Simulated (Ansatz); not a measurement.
Start from CdSe in the zinc blende structure (space group F-43m, No. 216; a = 6.133 Å).

It is then changed as follows: an isotropic linear strain of −3.15 %, atoms relaxed at fixed cell.

The values are results of r2SCAN, PAW, 500 eV (Ansatz, a quantum-chemistry and plane-wave program; without spin-orbit coupling), earlier PAW set, not measurements.

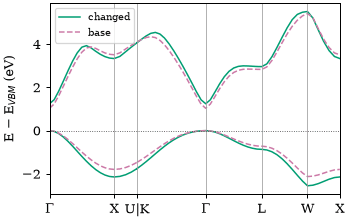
Fig. 1. Highest valence and lowest conduction band along the path, each from its own valence-band maximum

The gap is 1.24 eV, direct at Γ; the base has 1.03 eV.

Stability against distortions was not tested.
